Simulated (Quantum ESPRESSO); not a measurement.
# Collinear magnetic orders of FePt (Tetraferroplatinum) with Quantum ESPRESSO, part 2 of 2

A self-consistent run ends on one state, which hangs on the start. Several orders of FePt (Tetraferroplatinum) are started in Quantum ESPRESSO and their energies compared.

Quantum ESPRESSO 7.5; PBE; plane waves with GBRV 1.5 PBE potentials, no spin-orbit coupling.

So far, absolute magnetization (μB): step 2 (run 1 (ferro +)) 3.52.

## (4) Start 3: antiferro q=(0,0,1/2) +−

This order needs a doubled cell of 4 atoms.

pw.in reads:

```
&CONTROL
  calculation = 'scf'
  prefix = 'pwscf'
  outdir = './tmp'
  pseudo_dir = './pseudo'
  disk_io = 'nowf'
/
&SYSTEM
  ibrav = 0
  celldm(1) = 8
  nat = 4
  ntyp = 3
  ecutwfc = 40
  ecutrho = 280
  nbnd = 42
  occupations = 'smearing'
  smearing = 'fd'
  degauss = 0.00367493
  nspin = 2
  starting_magnetization(1) = 0.175
  starting_magnetization(2) = -0.175
  starting_magnetization(3) = 0
/
&ELECTRONS
  conv_thr = 8d-09
  electron_maxstep = 150
  mixing_beta = 0.3
/
ATOMIC_SPECIES
Fe1    55.8450 fe_pbe_v1.5.uspp.F.UPF
Fe2    55.8450 fe_pbe_v1.5.uspp.F.UPF
Pt    195.0840 pt_pbe_v1.4.uspp.F.UPF
CELL_PARAMETERS alat
   0.6433336375523    0.0000000000000    0.0000000000000
   0.0000000000000    0.6433336375523    0.0000000000000
   0.0000000000000    0.0000000000000    1.7574452959020
ATOMIC_POSITIONS crystal
Fe1     0.0000000000    0.0000000000    0.0000000000
Fe2     0.0000000000    0.0000000000    0.5000000000
Pt      0.5000000000    0.5000000000    0.2500000000
Pt      0.5000000000    0.5000000000    0.7500000000
K_POINTS automatic
12 12 6 0 0 0
```

Started as:

```console
$ OMP_NUM_THREADS=1 mpirun -n 4 pw.x -nk 4 -in pw.in > pw.out
```

Output:

```text
     [... lines left out ...]
Program PWSCF v.7.5 starts
     [... lines left out ...]
     number of atoms/cell      =            4
     [... lines left out ...]
     number of electrons       =        64.00
     number of Kohn-Sham states=           42
     kinetic-energy cutoff     =      40.0000  Ry
     charge density cutoff     =     280.0000  Ry
     scf convergence threshold =      8.0E-09
     [... lines left out ...]
     16 Sym. Ops., with inversion, found
     [... lines left out ...]
     number of k points=   112  Fermi-Dirac smearing, width (Ry)=  0.0037
     [... lines left out ...]
     iteration # 18     ecut=    40.00 Ry     beta= 0.30
     [... lines left out ...]
     Magnetic moment per site  (integrated on atomic sphere of radius R)
     atom   1 (R=0.261)  charge= 14.7190  magn=  3.0034
     atom   2 (R=0.261)  charge= 14.7189  magn= -3.0034
     atom   3 (R=0.261)  charge= 13.7942  magn= -0.0000
     atom   4 (R=0.261)  charge= 13.7942  magn= -0.0000
     [... lines left out ...]
     the Fermi energy is    20.0720 ev
!    total energy              =    -922.15548434 Ry
     estimated scf accuracy    <          4.0E-09 Ry
     smearing contrib. (-TS)   =      -0.00199385 Ry
     [... lines left out ...]
     total magnetization       =    -0.00 Bohr mag/cell
     absolute magnetization    =     6.42 Bohr mag/cell
     convergence has been achieved in  18 iterations
```

Wall time 37 s (4 MPI ranks of AMD EPYC 9R45 (Zen 5), shared host); peak memory 0.6 GiB; 2.5 min of CPU time.

Spin moment in the atom's sphere by atom:

| atom | spin moment in the atom's sphere (μB) |
| --- | --- |
| Fe1 | 3.00 |
| Fe2 | -3.00 |
| Pt3 | 0.00 |
| Pt4 | 0.00 |

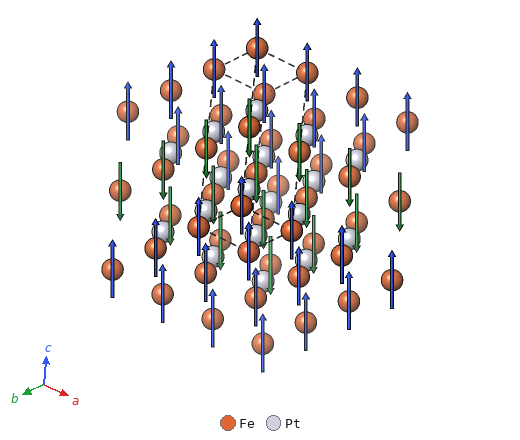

Spin moment in the atom's sphere as arrows, the longest 3.00 μB. Up and down stand for the sign. Arrows give size and sign along the axis of quantisation, drawn up and down the page. The two directions have two colours. 3×3×1 cells are drawn. Some periodic images of atoms are drawn too.

Numbers from this step:

```yaml
smearing_term_ts: 0.02713 eV
magnetization: 0 μB
absolute_magnetization: 6.418 μB
final_state: antiferromagnetic
```

## (5) Run 4, typed as antiferro q=(0,1/2,1/2) +−

The cell is doubled to 4 atoms to hold this order.

Edit pw.in of step 4 so:

```diff
@@ -34,10 +34,10 @@
    0.6433336375523    0.0000000000000    0.0000000000000
-   0.0000000000000    0.6433336375523    0.0000000000000
-   0.0000000000000    0.0000000000000    1.7574452959020
+   0.0000000000000    1.2866672751046    0.0000000000000
+   0.0000000000000    0.6433336375523    0.8787226479510
 ATOMIC_POSITIONS crystal
 Fe1     0.0000000000    0.0000000000    0.0000000000
-Fe2     0.0000000000    0.0000000000    0.5000000000
-Pt      0.5000000000    0.5000000000    0.2500000000
-Pt      0.5000000000    0.5000000000    0.7500000000
+Fe2     0.0000000000    0.5000000000    0.0000000000
+Pt      0.5000000000    0.0000000000    0.5000000000
+Pt      0.5000000000    0.5000000000    0.5000000000
 K_POINTS automatic
-12 12 6 0 0 0
+12 6 12 0 0 0
```

Output:

```text
     [... lines left out ...]
Program PWSCF v.7.5 starts
     [... lines left out ...]
     number of atoms/cell      =            4
     [... lines left out ...]
     number of electrons       =        64.00
     number of Kohn-Sham states=           42
     kinetic-energy cutoff     =      40.0000  Ry
     charge density cutoff     =     280.0000  Ry
     scf convergence threshold =      8.0E-09
     [... lines left out ...]
      8 Sym. Ops., with inversion, found
     [... lines left out ...]
     number of k points=   175  Fermi-Dirac smearing, width (Ry)=  0.0037
     [... lines left out ...]
     iteration # 18     ecut=    40.00 Ry     beta= 0.30
     [... lines left out ...]
     Magnetic moment per site  (integrated on atomic sphere of radius R)
     atom   1 (R=0.261)  charge= 14.7127  magn=  3.0010
     atom   2 (R=0.261)  charge= 14.7127  magn= -3.0010
     atom   3 (R=0.261)  charge= 13.7997  magn=  0.0000
     atom   4 (R=0.261)  charge= 13.7997  magn=  0.0000
     [... lines left out ...]
     the Fermi energy is    20.1364 ev
!    total energy              =    -922.12598215 Ry
     estimated scf accuracy    <          2.9E-09 Ry
     smearing contrib. (-TS)   =      -0.00278596 Ry
     [... lines left out ...]
     total magnetization       =     0.00 Bohr mag/cell
     absolute magnetization    =     6.31 Bohr mag/cell
     convergence has been achieved in  18 iterations
```

Elapsed: 62 s, on 4 MPI ranks; peak memory 0.74 GiB; 4.1 min of CPU time.

Numbers from this step:

| Quantity | Value |
| --- | --- |
| smearing term TS | 0.03790 eV |
| magnetization | 0 μB |
| absolute magnetization | 6.312 μB |
| final state | antiferromagnetic |
| largest moment | 3.001 μB |

## (6) Run 5 (antiferro q=(1/2,1/2,0) +−)

This order needs a doubled cell of 4 atoms.

Edit pw.in of step 5 so:

```diff
@@ -33,11 +33,11 @@
 CELL_PARAMETERS alat
-   0.6433336375523    0.0000000000000    0.0000000000000
-   0.0000000000000    1.2866672751046    0.0000000000000
-   0.0000000000000    0.6433336375523    0.8787226479510
+   1.2866672751046    0.0000000000000    0.0000000000000
+   0.6433336375523    0.6433336375523    0.0000000000000
+   0.0000000000000    0.0000000000000    0.8787226479510
 ATOMIC_POSITIONS crystal
 Fe1     0.0000000000    0.0000000000    0.0000000000
-Fe2     0.0000000000    0.5000000000    0.0000000000
-Pt      0.5000000000    0.0000000000    0.5000000000
+Fe2     0.5000000000    0.0000000000    0.0000000000
+Pt      0.0000000000    0.5000000000    0.5000000000
 Pt      0.5000000000    0.5000000000    0.5000000000
 K_POINTS automatic
-12 6 12 0 0 0
+6 12 12 0 0 0
```

Output:

```text
     [... lines left out ...]
Program PWSCF v.7.5 starts
     [... lines left out ...]
     number of atoms/cell      =            4
     [... lines left out ...]
     number of electrons       =        64.00
     number of Kohn-Sham states=           42
     kinetic-energy cutoff     =      40.0000  Ry
     charge density cutoff     =     280.0000  Ry
     scf convergence threshold =      8.0E-09
     [... lines left out ...]
     16 Sym. Ops., with inversion, found
     [... lines left out ...]
     number of k points=   112  Fermi-Dirac smearing, width (Ry)=  0.0037
     [... lines left out ...]
     iteration # 21     ecut=    40.00 Ry     beta= 0.30
     [... lines left out ...]
     Magnetic moment per site  (integrated on atomic sphere of radius R)
     atom   1 (R=0.261)  charge= 14.7272  magn=  2.8020
     atom   2 (R=0.261)  charge= 14.7273  magn= -2.8021
     atom   3 (R=0.261)  charge= 13.7918  magn=  0.0000
     atom   4 (R=0.261)  charge= 13.7918  magn= -0.0000
     [... lines left out ...]
     the Fermi energy is    20.3690 ev
!    total energy              =    -922.11188183 Ry
     estimated scf accuracy    <          3.0E-09 Ry
     smearing contrib. (-TS)   =      -0.00411111 Ry
     [... lines left out ...]
     total magnetization       =    -0.00 Bohr mag/cell
     absolute magnetization    =     5.83 Bohr mag/cell
     convergence has been achieved in  21 iterations
```

It took 52 s on 4 MPI ranks; peak memory 0.62 GiB; 3.4 min of CPU time.

Read from the output:

* smearing term TS: 0.05593 eV
* magnetization: 0 μB
* absolute magnetization: 5.83 μB
* final state: antiferromagnetic
* largest moment: 2.802 μB

## (7) Start 6: antiferro q=(1/2,1/2,1/2) +−

This order needs a doubled cell of 4 atoms.

Edit pw.in of step 6 so:

```diff
@@ -35,3 +35,3 @@
    0.6433336375523    0.6433336375523    0.0000000000000
-   0.0000000000000    0.0000000000000    0.8787226479510
+   0.6433336375523    0.0000000000000    0.8787226479510
 ATOMIC_POSITIONS crystal
@@ -39,4 +39,4 @@
 Fe2     0.5000000000    0.0000000000    0.0000000000
-Pt      0.0000000000    0.5000000000    0.5000000000
-Pt      0.5000000000    0.5000000000    0.5000000000
+Pt      0.7500000000    0.5000000000    0.5000000000
+Pt      0.2500000000    0.5000000000    0.5000000000
 K_POINTS automatic
```

Output:

```text
     [... lines left out ...]
Program PWSCF v.7.5 starts
     [... lines left out ...]
     number of atoms/cell      =            4
     [... lines left out ...]
     number of electrons       =        64.00
     number of Kohn-Sham states=           42
     kinetic-energy cutoff     =      40.0000  Ry
     charge density cutoff     =     280.0000  Ry
     scf convergence threshold =      8.0E-09
     [... lines left out ...]
     16 Sym. Ops., with inversion, found
     [... lines left out ...]
     number of k points=   100  Fermi-Dirac smearing, width (Ry)=  0.0037
     [... lines left out ...]
     iteration # 19     ecut=    40.00 Ry     beta= 0.30
     [... lines left out ...]
     Magnetic moment per site  (integrated on atomic sphere of radius R)
     atom   1 (R=0.261)  charge= 14.7080  magn=  2.9907
     atom   2 (R=0.261)  charge= 14.7080  magn= -2.9907
     atom   3 (R=0.261)  charge= 13.7947  magn=  0.0000
     atom   4 (R=0.261)  charge= 13.7947  magn=  0.0000
     [... lines left out ...]
     the Fermi energy is    20.3047 ev
!    total energy              =    -922.14726849 Ry
     estimated scf accuracy    <          2.3E-09 Ry
     smearing contrib. (-TS)   =      -0.00230247 Ry
     [... lines left out ...]
     total magnetization       =    -0.00 Bohr mag/cell
     absolute magnetization    =     6.32 Bohr mag/cell
     convergence has been achieved in  19 iterations
```

Wall time 47 s (4 MPI ranks); peak memory 0.61 GiB; 3.1 min of CPU time.

Numbers from this step:

```yaml
smearing_term_ts: 0.03133 eV
magnetization: 0 μB
absolute_magnetization: 6.322 μB
final_state: antiferromagnetic
largest_moment: 2.991 μB
```

## (8) Start 7: no spin polarisation

pw.in reads:

```
&CONTROL
  calculation = 'scf'
  prefix = 'pwscf'
  outdir = './tmp'
  pseudo_dir = './pseudo'
  disk_io = 'nowf'
/
&SYSTEM
  ibrav = 0
  celldm(1) = 8
  nat = 2
  ntyp = 2
  ecutwfc = 40
  ecutrho = 280
  nbnd = 23
  occupations = 'smearing'
  smearing = 'fd'
  degauss = 0.00367493
/
&ELECTRONS
  conv_thr = 4d-09
  electron_maxstep = 150
  mixing_beta = 0.3
/
ATOMIC_SPECIES
Fe     55.8450 fe_pbe_v1.5.uspp.F.UPF
Pt    195.0840 pt_pbe_v1.4.uspp.F.UPF
CELL_PARAMETERS alat
   0.6433336375523    0.0000000000000    0.0000000000000
   0.0000000000000    0.6433336375523    0.0000000000000
   0.0000000000000    0.0000000000000    0.8787226479510
ATOMIC_POSITIONS crystal
Fe      0.0000000000    0.0000000000    0.0000000000
Pt      0.5000000000    0.5000000000    0.5000000000
K_POINTS automatic
12 12 12 0 0 0
```

Output:

```text
     [... lines left out ...]
Program PWSCF v.7.5 starts
     [... lines left out ...]
     number of atoms/cell      =            2
     [... lines left out ...]
     number of electrons       =        32.00
     number of Kohn-Sham states=           23
     kinetic-energy cutoff     =      40.0000  Ry
     charge density cutoff     =     280.0000  Ry
     scf convergence threshold =      4.0E-09
     [... lines left out ...]
     16 Sym. Ops., with inversion, found
     [... lines left out ...]
     number of k points=   196  Fermi-Dirac smearing, width (Ry)=  0.0037
     [... lines left out ...]
     iteration # 14     ecut=    40.00 Ry     beta= 0.30
     [... lines left out ...]
     the Fermi energy is    19.8375 ev
!    total energy              =    -461.01953312 Ry
     estimated scf accuracy    <          9.1E-10 Ry
     smearing contrib. (-TS)   =      -0.00252731 Ry
     [... lines left out ...]
     convergence has been achieved in  14 iterations
```

The job ended after 7.4 s (4 MPI ranks; peak memory 0.33 GiB).

Numbers from this step:

```
smearing term TS : 0.03439 eV
final state      : non-magnetic (no spin polarisation)
```

## (9) Ranking

An order is kept where moments of 0.15 μB or more survive with the typed signs; meshes match where a doubled cell samples the same k points as the first cell.

Orders:

| start | final state | typed order kept | energy over the lowest (meV a seeded atom) | largest site moment (μB) | net moment (μB a cell of the first run) | mesh matched | CPU time (s) |
| --- | --- | --- | --- | --- | --- | --- | --- |
| ferro + | ferromagnetic | yes | 0 | 3.006 | 3.34 | yes | 55.12 |
| antiferro q=(0,1/2,0) +- | antiferromagnetic | yes | 23.43 | 2.971 | 0 | yes | 254.6 |
| antiferro q=(0,0,1/2) +- | antiferromagnetic | yes | 2.836 | 3.003 | 0 | yes | 147.8 |
| antiferro q=(0,1/2,1/2) +- | antiferromagnetic | yes | 203.5 | 3.001 | 0 | yes | 245.4 |
| antiferro q=(1/2,1/2,0) +- | antiferromagnetic | yes | 299.5 | 2.802 | 0 | yes | 206.1 |
| antiferro q=(1/2,1/2,1/2) +- | antiferromagnetic | yes | 58.73 | 2.991 | 0 | yes | 186.3 |
| no spin polarisation | non-magnetic | - | 794.8 | 0 | 0 | yes | 29.07 |

## (10) Summary of results

| Property | Result |
| --- | --- |
| lowest state found | ferromagnetic (from ferro +) |
| largest site moment | 3.01 μB |
| next state with moments | antiferromagnetic, 2.84 meV a seeded atom higher |
| state without moments | 795 meV a seeded atom higher |

In words: The two lowest states lie so close that the mesh, the smearing, the functional or spin–orbit coupling could swap them. Only these 7 starts were compared; other wavevectors, canted and longer-period orders were not.

[Logs and program files are shortened in this print: banners, set-up blocks, solver, clock and traceback lines can be left out without a mark of their own.]

[Logs are printed without paths, hosts, clocks, repeated set-up lines and the standing remarks that a program may print on its own settings, such as how far it seeks lower states.]

[Hosts, paths, dates, database ids (printed as entryN), source tags and the programs' standing remarks are cut or masked in the printed files.]

[Where a cell is said to come from a database of computed structures, the database is the Materials Project.]
